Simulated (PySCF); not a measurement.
# C₂H₁₂O₂SSi₃: geometry, NMR shifts and electronic excitations

Wanted: the NMR shifts and electronic excitations of C₂H₁₂O₂SSi₃ (`CO[Si@@H]([SiH2]O[SiH3])SC`), by calculation.

Programs: PySCF 2.14.0, with density-fitted response routines of our own. Each step states its level of theory. These are calculated values for one molecule in the gas phase, unless marked as measured. Atoms count from 0, in the outputs and in this text.

**1. Starting geometry**

20 atoms, charge 0, multiplicity 1; geometry from: GFN2-xTB.

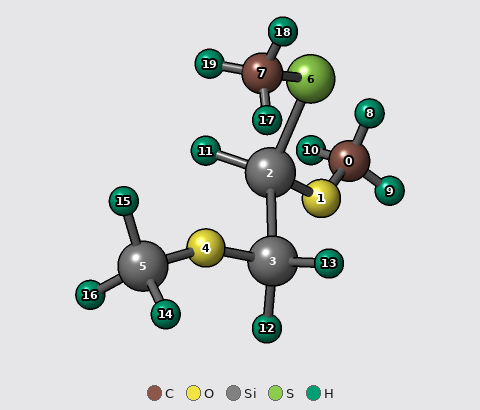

As it starts; carbon brown, oxygen yellow, silicon grey, sulfur green, hydrogen teal, atoms numbered.

**2. Optimising the geometry at PBE0-D3(BJ)/def2-SVP**

The job: settings as JSON, then the geometry in Å.

```
{"job": {"xc": "PBE0", "basis": "def2-SVP", "d3": "d3bj", "grid": 1, "kind": "geom"}, "charge": 0, "multiplicity": 1}
C      2.431096    -2.830752    -0.505582
O      1.192116    -2.259008    -0.202923
Si     0.683249    -0.756017    -0.527679
Si    -1.213103    -0.618776     0.742933
O     -1.984742     0.656167     0.092763
Si    -3.233212     1.609934    -0.304522
S      2.262863     0.608508     0.061979
C      1.321831     2.166919     0.087316
H      3.241274    -2.157623    -0.221353
H      2.517122    -3.764304     0.049802
H      2.501016    -3.037104    -1.575053
H      0.616115    -0.545369    -1.988984
H     -2.114295    -1.773031     0.670709
H     -1.053480    -0.281020     2.166479
H     -4.133420     1.701992     0.842023
H     -2.605387     2.888113    -0.629555
H     -3.886624     0.990572    -1.454836
H      0.432789     2.048078     0.699356
H      1.972957     2.924155     0.511065
H      1.046687     2.439245    -0.926672
```

The program printed:

```text
step   0  E = -1499.32776424  max force = 0.024946
step   1  E = -1499.34037310  max force = 0.011864
step   2  E = -1499.34197643  max force = 0.004308
step   3  E = -1499.34272449  max force = 0.001771
step   4  E = -1499.34329473  max force = 0.004642
step   5  E = -1499.34408120  max force = 0.007343
step   6  E = -1499.34459757  max force = 0.004453
step   7  E = -1499.34504268  max force = 0.001096
step   8  E = -1499.34511474  max force = 0.001150
step   9  E = -1499.34526054  max force = 0.000962
step  10  E = -1499.34540148  max force = 0.001711
step  11  E = -1499.34544788  max force = 0.002219
step  12  E = -1499.34556734  max force = 0.001322
step  13  E = -1499.34563607  max force = 0.000606
step  14  E = -1499.34566295  max force = 0.000622
step  15  E = -1499.34567659  max force = 0.000523
step  16  E = -1499.34568666  max force = 0.000455
step  17  E = -1499.34569315  max force = 0.000548
step  18  E = -1499.34569754  max force = 0.000808
step  19  E = -1499.34569784  max force = 0.000791
step  20  E = -1499.34570388  max force = 0.000473
step  21  E = -1499.34571532  max force = 0.000569
step  22  E = -1499.34572663  max force = 0.000546
step  23  E = -1499.34574177  max force = 0.000582
step  24  E = -1499.34575658  max force = 0.000468
step  25  E = -1499.34576934  max force = 0.000320
optimisation converged
```

Wall time 9.6 min (1 thread, shared host).

Relaxation path:

```
step  energy from step 0 (eV)  largest force component (eV/Å)
   0                   0.0000                          1.2828
   1                  -0.3431                          0.6101
   2                  -0.3867                          0.2215
   3                  -0.4071                          0.0911
   4                  -0.4226                          0.2387
   5                  -0.4440                          0.3776
   6                  -0.4581                          0.2290
   7                  -0.4702                          0.0564
   8                  -0.4721                          0.0591
   9                  -0.4761                          0.0495
  10                  -0.4799                          0.0880
  11                  -0.4812                          0.1141
  12                  -0.4844                          0.0680
  13                  -0.4863                          0.0312
  14                  -0.4870                          0.0320
  15                  -0.4874                          0.0269
  16                  -0.4877                          0.0234
  17                  -0.4879                          0.0282
  18                  -0.4880                          0.0415
  19                  -0.4880                          0.0407
  20                  -0.4882                          0.0243
  21                  -0.4885                          0.0293
  22                  -0.4888                          0.0281
  23                  -0.4892                          0.0299
  24                  -0.4896                          0.0241
  25                  -0.4899                          0.0165
```

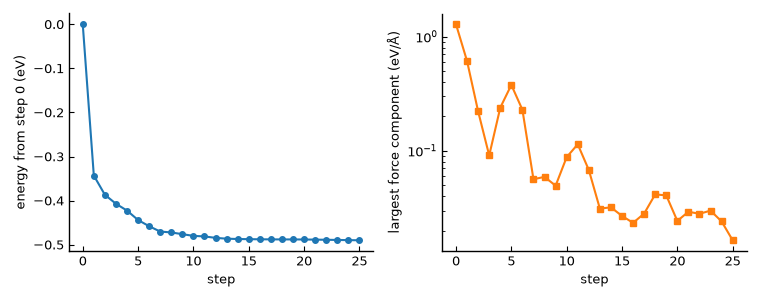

Energy and largest force along the relaxation.

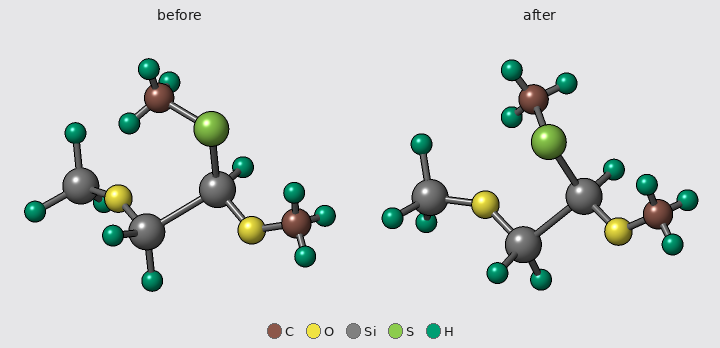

Before and after, at one scale.

Close pairs (by a distance rule), those that changed most:

```
   bond  before (Å)  after (Å)  change (Å)
Si2–Si3       2.287      2.335      +0.048
 Si3–O4       1.626      1.672      +0.046
 O1–Si2       1.620      1.661      +0.041
 O4–Si5       1.621      1.659      +0.038
Si5–H14       1.461      1.494      +0.034
Si5–H16       1.461      1.494      +0.033
Si3–H12       1.466      1.497      +0.031
Si5–H15       1.461      1.491      +0.030
```

The end geometry stands in the next job.

```
                         at the end point                value
  point group (found at 0.08 Å tolerance)                   C1
rotational constants (GHz, main isotopes)  1.560, 0.538, 0.424
                        dipole moment (D)                 1.25
```

**3. Shielding tensors: PBE0/pcSseg-1**

The job: settings as JSON, then the geometry in Å.

```
{"job": {"kind": "nmr", "xc": "PBE0", "basis": "pcSseg-1"}, "charge": 0, "multiplicity": 1}
C      2.883867    -2.524047    -0.191013
O      1.522360    -2.257390     0.036157
Si     0.764220    -0.857074    -0.436903
Si    -1.462243    -0.961054     0.259679
O     -2.041910     0.584914    -0.002169
Si    -3.272115     1.639247     0.353544
S      1.679800     0.819589     0.552934
C      1.083266     2.128374    -0.569600
H      3.530567    -1.739070     0.238085
H      3.136649    -3.483289     0.284255
H      3.108072    -2.602975    -1.270205
H      0.904395    -0.623010    -1.915000
H     -2.307165    -1.943974    -0.490205
H     -1.535489    -1.296314     1.716284
H     -3.531411     1.665464     1.824772
H     -2.854767     2.994807    -0.105722
H     -4.525206     1.238569    -0.354337
H     -0.013081     2.115464    -0.638417
H      1.400433     3.085390    -0.134515
H      1.524309     2.026617    -1.571424
```

With the program's defaults for keys left out, this is: GIAO PBE0/pcSseg-1 NMR shielding, non-relativistic, gas phase.

The program printed:

```text
coarse grid: 18280 points
cycle   1  E = -1499.5934648376  dE =  4.984e-01  |g| = 9.584e-01  |ddm| = 3.987e+00
cycle   2  E = -1499.2648842874  dE =  3.286e-01  |g| = 1.624e+00  |ddm| = 2.171e+00
cycle   3  E = -1499.7580253916  dE = -4.931e-01  |g| = 1.069e-01  |ddm| = 1.560e+00
cycle   4  E = -1499.7600105835  dE = -1.985e-03  |g| = 5.254e-02  |ddm| = 1.763e-01
cycle   5  E = -1499.7606499350  dE = -6.394e-04  |g| = 1.401e-02  |ddm| = 7.145e-02
cycle   6  E = -1499.7606813044  dE = -3.137e-05  |g| = 5.194e-03  |ddm| = 1.371e-02
cycle   7  E = -1499.7606860664  dE = -4.762e-06  |g| = 1.011e-03  |ddm| = 5.482e-03
final grid: 156824 points
cycle   8  E = -1499.8286378112  dE = -1.732e-05  |g| = 1.242e-02  |ddm| = 2.286e-02
cycle   9  E = -1499.8286032580  dE =  3.455e-05  |g| = 1.842e-02  |ddm| = 2.027e-02
cycle  10  E = -1499.8286663794  dE = -6.312e-05  |g| = 1.483e-03  |ddm| = 1.318e-02
cycle  11  E = -1499.8286668339  dE = -4.546e-07  |g| = 2.145e-04  |ddm| = 1.391e-03
cycle  12  E = -1499.8286668445  dE = -1.054e-08  |g| = 7.399e-05  |ddm| = 3.068e-04
cycle  13  E = -1499.8286668458  dE = -1.370e-09  |g| = 2.450e-05  |ddm| = 9.795e-05
cycle  14  E = -1499.8286668460  dE = -1.382e-10  |g| = 5.961e-06  |ddm| = 2.340e-05
converged SCF energy = -1499.8286668460

GIAO shielding tensors (ppm)
atom      isotropic    diamagn.    paramagn.     s11        s22        s33       span
  0 C      130.213     240.005    -109.792    100.094    107.559    182.986     82.892
  1 O      319.042     400.123     -81.081    252.762    334.493    369.871    117.109
  2 Si     344.432     882.157    -537.725    308.450    329.508    395.338     86.889
  3 Si     376.024     880.223    -504.199    323.343    346.895    457.832    134.489
  4 O      348.164     401.589     -53.425    279.760    370.628    394.104    114.344
  5 Si     385.400     877.914    -492.513    341.012    344.855    470.334    129.321
  6 S      706.564    1061.343    -354.779    596.022    637.952    885.717    289.695
  7 C      172.591     252.915     -80.324    161.067    168.535    188.170     27.103
  8 H       27.414      28.208      -0.795     22.250     26.778     33.212     10.962
  9 H       27.574      26.116       1.458     23.198     25.088     34.435     11.238
 10 H       27.891      26.990       0.901     24.097     25.220     34.356     10.260
 11 H       25.734      32.022      -6.288     23.206     24.524     29.471      6.266
 12 H       25.949      29.030      -3.081     22.159     25.063     30.625      8.465
 13 H       26.064      30.052      -3.988     22.711     25.226     30.255      7.544
 14 H       26.265      27.732      -1.468     23.132     24.514     31.147      8.015
 15 H       26.387      28.280      -1.893     22.675     25.526     30.960      8.285
 16 H       26.291      26.796      -0.505     22.854     24.437     31.582      8.728
 17 H       29.245      33.668      -4.423     21.589     28.988     37.158     15.569
 18 H       29.416      30.016      -0.599     24.200     26.280     37.768     13.567
 19 H       29.571      31.094      -1.524     24.198     27.230     37.284     13.087
```

Run time: 47 s. Hardware: 1 thread, shared host.

The references, computed at this level on geometries of the same kind, shield at (ppm): 1H TMS 31.27, 13C TMS 184.4, 29Si TMS 352.0, 17O H2O 334.6, 33S CS2 496. Their shielding less the atom's gives the shift. The references are single molecules in the gas phase, so shifts against H2O, NH3, PH3, H3PO4 or CFCl3 are not on the usual liquid scales and can be off by tens of ppm. Atoms listed in one row are averaged.

```
        atoms                               environment  σ (ppm)  δ (ppm)  δ scaled to CDCl3
           C0                 methyl carbon bonded to O    130.2     54.2               52.1
           C7                 methyl carbon bonded to S    172.6     11.8                7.4
          H11  hydrogen on a silicon bonded to O, S, Si    25.73     5.53                  –
          H12     hydrogen on a silicon bonded to O, Si    25.95     5.32                  –
          H13     hydrogen on a silicon bonded to O, Si    26.06     5.20                  –
H14, H15, H16         hydrogen on a silicon bonded to O    26.31     4.95                  –
  H8, H9, H10   hydrogen on a methyl carbon bonded to O    27.63     3.64               3.67
H17, H18, H19   hydrogen on a methyl carbon bonded to S    29.41     1.86               1.98
           O1                    oxygen bonded to C, Si    319.0     15.5                  –
           O4                     oxygen bonded to 2 Si    348.2    -13.6                  –
          Si2             silicon bonded to O, S, Si, H    344.4      7.6                  –
          Si3              silicon bonded to O, Si, 2 H    376.0    -24.0                  –
          Si5                  silicon bonded to O, 3 H    385.4    -33.4                  –
           S6                    sulfur bonded to C, Si      707     -211                  –
```

The scaled column applies a straight-line fit of computed shieldings to shifts measured in CDCl3, with any fitted terms for Cl, Br or S neighbours (root-mean-square error 0.21 ppm for H, 2.0 ppm for C).

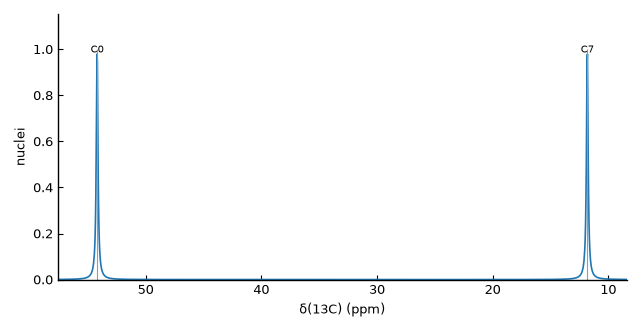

13C lines at the computed shifts, without couplings. Lines are broadened to a width of 0.17 ppm (Lorentzian).

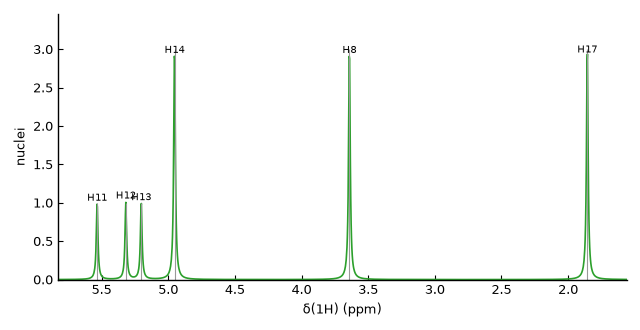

1H lines at the computed shifts, without couplings. Lines are broadened to a width of 0.01 ppm (Lorentzian).

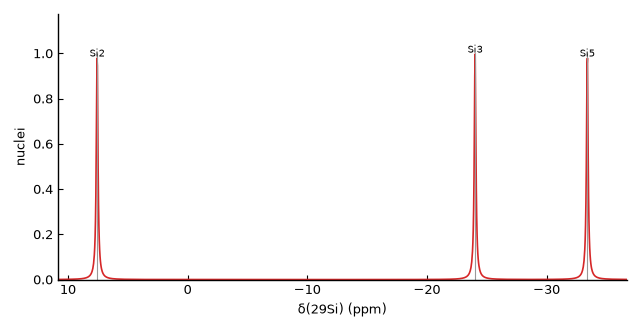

29Si lines at the computed shifts, without couplings. Lines are broadened to a width of 0.16 ppm (Lorentzian).

The run also stored atomic charges by several schemes (e):

```
atoms  Mulliken    IAO  Hirshfeld  ESP fit
   C0     -0.03  -0.20      -0.03    -0.02
   O1     -0.64  -0.63      -0.23    -0.34
  Si2      0.59   0.77       0.30     0.42
  Si3      0.64   0.69       0.31     0.25
   O4     -0.79  -0.87      -0.30    -0.36
  Si5      0.73   0.85       0.39     0.59
   S6     -0.31  -0.20      -0.10    -0.25
   C7     -0.43  -0.49      -0.11    -0.38
```

IAO charges:

C0 -0.20; O1 -0.63; Si2 0.77; Si3 0.69; O4 -0.87; Si5 0.85; S6 -0.20; C7 -0.49; H8 0.13; H9 0.15; H10 0.13; H11 -0.15; H12 -0.13; H13 -0.12; H14 -0.14; H15 -0.13; H16 -0.14; H17 0.16; H18 0.17; H19 0.15

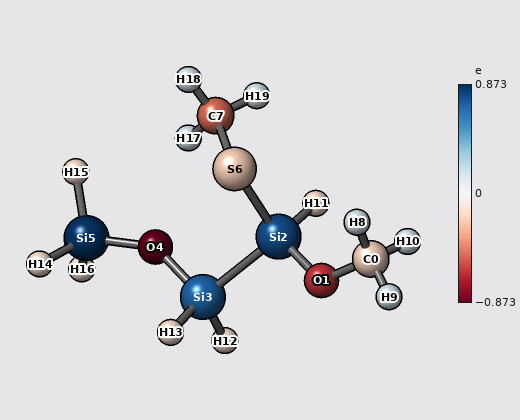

IAO charges, as colours on the atoms.

Mayer bond orders: C0–O1 0.89, O1–Si2 0.98, Si2–Si3 0.88, Si3–O4 0.86, O4–Si5 0.89, Si2–S6 0.92, S6–C7 0.99.

**4. Ultraviolet spectrum: wB97X-D/def2-SVPD**

Same as in step 3 but for these lines:

```diff
@@ -1,2 +1,2 @@
-{"job": {"kind": "nmr", "xc": "PBE0", "basis": "pcSseg-1"}, "charge": 0, "multiplicity": 1}
+{"job": {"kind": "uv", "xc": "wB97X-D", "basis": "def2-SVPD", "ip": true}, "charge": 0, "multiplicity": 1}
 C      2.883867    -2.524047    -0.191013
```

Level: TDDFT wB97X-D/def2-SVPD, vertical, gas phase, core orbitals frozen in the response.

The program printed:

```text
coarse grid: 18280 points
cycle   1  E = -1499.6584044670  dE =  4.825e-01  |g| = 9.392e-01  |ddm| = 5.636e+00
cycle   2  E = -1499.5688847795  dE =  8.952e-02  |g| = 1.207e+00  |ddm| = 2.325e+00
cycle   3  E = -1499.8387786027  dE = -2.699e-01  |g| = 6.865e-02  |ddm| = 1.136e+00
cycle   4  E = -1499.8399358892  dE = -1.157e-03  |g| = 3.327e-02  |ddm| = 2.281e-01
cycle   5  E = -1499.8402422973  dE = -3.064e-04  |g| = 9.596e-03  |ddm| = 8.025e-02
cycle   6  E = -1499.8402615721  dE = -1.927e-05  |g| = 3.622e-03  |ddm| = 2.055e-02
cycle   7  E = -1499.8402646499  dE = -3.078e-06  |g| = 8.835e-04  |ddm| = 7.194e-03
final grid: 156824 points
cycle   8  E = -1500.0345822223  dE = -9.654e-05  |g| = 4.640e-03  |ddm| = 1.290e-01
cycle   9  E = -1500.0345853510  dE = -3.129e-06  |g| = 3.481e-03  |ddm| = 2.073e-02
cycle  10  E = -1500.0345879741  dE = -2.623e-06  |g| = 8.729e-04  |ddm| = 5.822e-03
cycle  11  E = -1500.0345881357  dE = -1.616e-07  |g| = 3.734e-04  |ddm| = 1.774e-03
cycle  12  E = -1500.0345881724  dE = -3.667e-08  |g| = 8.592e-05  |ddm| = 7.657e-04
cycle  13  E = -1500.0345881753  dE = -2.841e-09  |g| = 2.509e-05  |ddm| = 2.596e-04
cycle  14  E = -1500.0345881756  dE = -3.311e-10  |g| = 7.985e-06  |ddm| = 8.328e-05
converged SCF energy = -1500.0345881756

Static polarisability (au): isotropic 133.354, principal 113.662 137.538 148.863

Singlet excitations
state   eV       nm        f      main configurations
  1   5.1075    242.7   0.01942   H->L 0.79, H->L+2 0.11
  2   5.9642    207.9   0.00819   H->L+1 0.81
  3   6.1129    202.8   0.04287   H->L+2 0.29, H-1->L 0.17, H->L+4 0.12
  4   6.4759    191.5   0.00435   H-1->L 0.62, H->L+4 0.08
  5   6.7786    182.9   0.00872   H-2->L 0.62, H->L+4 0.10
  6   6.8617    180.7   0.02943   H->L+4 0.51, H->L+2 0.25
  7   6.9707    177.9   0.00114   H-3->L 0.84
  8   7.1327    173.8   0.03525   H->L+6 0.26, H->L+5 0.18, H->L+7 0.13
  9   7.2787    170.3   0.04374   H->L+3 0.30, H->L+5 0.20
 10   7.4495    166.4   0.01165   H-1->L+1 0.29, H->L+7 0.23, H->L+8 0.16

Triplet excitations (Tamm-Dancoff, eV): 4.7719 5.5818 5.6475 6.1830
Vertical ionisation energy (delta-SCF) = 8.6450 eV
```

Run time: 3.4 min. Hardware: 1 thread, shared host.

The orbitals next to the gap, with their largest atomic shares:

```
orbital      eV                        atoms
 HOMO−3  -10.58  O4 34 %, Si3 15 %, Si5 12 %
 HOMO−2  -10.18   O1 31 %, Si2 15 %, H11 9 %
 HOMO−1   -9.80   S6 36 %, O1 15 %, Si2 15 %
   HOMO   -8.50    S6 60 %, Si2 10 %, C7 9 %
   LUMO    0.90  Si3 20 %, Si2 18 %, S6 11 %
 LUMO+1    1.86  S6 25 %, Si2 23 %, Si3 16 %
 LUMO+2    1.93  S6 16 %, Si2 14 %, Si5 14 %
```

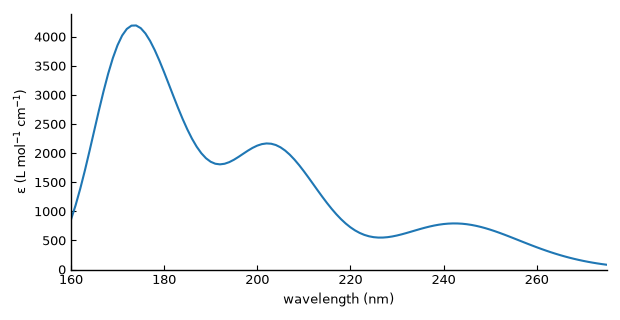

Absorption spectrum: each of the 10 states is a Gaussian band of 0.4 eV half-width at 1/e. Beyond the last state computed it falls off for lack of states.

Further results of this job:

```
           property  computed
  dipole moment (D)      1.32
polarisability (Å³)     19.76
 HOMO–LUMO gap (eV)      9.40
      −ε(HOMO) (eV)      8.50
```

**5. Nuclear shieldings: mPW1PW91/pcSseg-1**

Same as in step 4 but for these lines:

```diff
@@ -1,2 +1,2 @@
-{"job": {"kind": "uv", "xc": "wB97X-D", "basis": "def2-SVPD", "ip": true}, "charge": 0, "multiplicity": 1}
+{"job": {"kind": "nmr", "xc": "mPW1PW91", "basis": "pcSseg-1", "pop": false}, "charge": 0, "multiplicity": 1}
 C      2.883867    -2.524047    -0.191013
```

Level: GIAO mPW1PW91/pcSseg-1 NMR shielding, non-relativistic, gas phase.

The program printed:

```text
coarse grid: 18280 points
cycle   1  E = -1500.3522678594  dE =  4.988e-01  |g| = 9.800e-01  |ddm| = 3.986e+00
cycle   2  E = -1500.0085017103  dE =  3.438e-01  |g| = 1.660e+00  |ddm| = 2.196e+00
cycle   3  E = -1500.5239140459  dE = -5.154e-01  |g| = 1.082e-01  |ddm| = 1.581e+00
cycle   4  E = -1500.5259515372  dE = -2.037e-03  |g| = 5.414e-02  |ddm| = 1.806e-01
cycle   5  E = -1500.5266327357  dE = -6.812e-04  |g| = 1.397e-02  |ddm| = 7.309e-02
cycle   6  E = -1500.5266638707  dE = -3.114e-05  |g| = 5.276e-03  |ddm| = 1.372e-02
cycle   7  E = -1500.5266687439  dE = -4.873e-06  |g| = 1.051e-03  |ddm| = 5.489e-03
final grid: 156824 points
cycle   8  E = -1500.5929200274  dE = -2.204e-05  |g| = 8.729e-03  |ddm| = 2.083e-02
cycle   9  E = -1500.5929029612  dE =  1.707e-05  |g| = 1.294e-02  |ddm| = 1.428e-02
cycle  10  E = -1500.5929343493  dE = -3.139e-05  |g| = 1.028e-03  |ddm| = 9.249e-03
cycle  11  E = -1500.5929345670  dE = -2.178e-07  |g| = 1.671e-04  |ddm| = 9.539e-04
cycle  12  E = -1500.5929345733  dE = -6.326e-09  |g| = 6.378e-05  |ddm| = 2.374e-04
cycle  13  E = -1500.5929345744  dE = -1.092e-09  |g| = 1.886e-05  |ddm| = 8.434e-05
cycle  14  E = -1500.5929345745  dE = -8.049e-11  |g| = 3.924e-06  |ddm| = 1.623e-05
converged SCF energy = -1500.5929345745

GIAO shielding tensors (ppm)
atom      isotropic    diamagn.    paramagn.     s11        s22        s33       span
  0 C      129.282     239.925    -110.643     99.447    106.715    181.684     82.236
  1 O      318.541     400.395     -81.854    253.528    333.539    368.556    115.028
  2 Si     343.446     882.335    -538.889    307.565    329.435    393.339     85.773
  3 Si     374.731     880.316    -505.585    322.817    346.609    454.767    131.950
  4 O      347.006     401.852     -54.847    280.284    368.619    392.114    111.830
  5 Si     384.313     877.948    -493.635    340.981    344.823    467.136    126.154
  6 S      703.560    1061.621    -358.061    592.178    634.227    884.274    292.096
  7 C      171.517     252.952     -81.436    160.068    167.476    187.007     26.940
  8 H       27.477      28.254      -0.777     22.327     26.849     33.254     10.926
  9 H       27.642      26.119       1.522     23.278     25.164     34.483     11.205
 10 H       27.948      27.028       0.921     24.164     25.285     34.395     10.231
 11 H       25.834      32.156      -6.322     23.291     24.637     29.575      6.283
 12 H       26.057      29.122      -3.066     22.269     25.167     30.733      8.463
 13 H       26.167      30.159      -3.993     22.823     25.330     30.346      7.523
 14 H       26.369      27.809      -1.441     23.233     24.630     31.244      8.011
 15 H       26.493      28.362      -1.870     22.783     25.640     31.055      8.272
 16 H       26.395      26.859      -0.464     22.961     24.549     31.677      8.716
 17 H       29.276      33.773      -4.498     21.659     29.030     37.138     15.480
 18 H       29.473      30.057      -0.584     24.288     26.338     37.793     13.505
 19 H       29.618      31.159      -1.542     24.277     27.282     37.294     13.018
```

Wall time 45 s (1 thread, shared host).

This run: δ C0 54.3, C7 12.0, O1 14.8, O4 -13.7, H11 5.48, H12 5.26 ppm.

**6. Side by side: NMR shifts**

Shifts (ppm) of some atoms, chosen among heavy atoms and hydrogens apart, means over like atoms, with basis size and wall time:

```
              run    C7   H12   H14    O1     O4  Si2    Si3  functions  time
    PBE0/pcSseg-1  11.8  5.32  4.95  15.5  -13.6  7.6  -24.0        224  47 s
mPW1PW91/pcSseg-1  12.0  5.26  4.90  14.8  -13.7  7.4  -23.9        224  45 s
```

**7. Results**

| quantity | value |
| --- | --- |
| point group | C1 |
| rotational constants (main isotopes) | 1.56, 0.54, 0.42 GHz |
| 13C shifts against TMS (PBE0/pcSseg-1) | 54.2, 11.8 ppm |
| 1H shifts against TMS (PBE0/pcSseg-1, means over atoms taken as alike) | 5.53, 5.32, 5.20, 4.95, 3.64, 1.86 ppm |
| 17O shifts against H2O (PBE0/pcSseg-1) | 15.5, -13.6 ppm |
| 29Si shifts against TMS (PBE0/pcSseg-1) | 7.6, -24.0, -33.4 ppm |
| 33S shifts against CS2 (PBE0/pcSseg-1) | -211 ppm |
| lowest singlet (wB97X-D/def2-SVPD) | 5.11 eV (243 nm), f = 0.019 |
| brightest single state of those computed | state 9, 7.28 eV, f = 0.044 |
| lowest triplet | 4.77 eV |
| vertical ionisation energy (ΔSCF) | 8.64 eV |
| range of the shift of O1 | 14.8 to 15.5 ppm |

The optimisation took 25 steps and gained 0.490 eV; among the close pairs (by a distance rule), Si2–Si3 changed most, from 2.287 to 2.335 Å. No frequency check was run at this level, so the end point may be a saddle. C0 (methyl carbon bonded to O) lies farthest downfield among carbon, at 54.2 ppm; deshielded by the electronegative neighbour. At PBE0/pcSseg-1: The widest tensor belongs to S6: span 290 ppm, with a paramagnetic part of -355 ppm. The first singlet state (HOMO→LUMO 0.79, HOMO→LUMO+2 0.11) lies at 5.11 eV and is weak; of the 10 states computed, the strongest absorption comes from state 9 at 7.28 eV. The lowest triplet lies 0.34 eV below the lowest singlet (triplets in Tamm-Dancoff, singlets in full TDDFT). ΔSCF puts the ionisation energy at 8.64 eV, 0.14 eV above −ε(HOMO). Across the 2 runs the shift of O1 moves most, between 14.8 (mPW1PW91/pcSseg-1) and 15.5 ppm (PBE0/pcSseg-1).
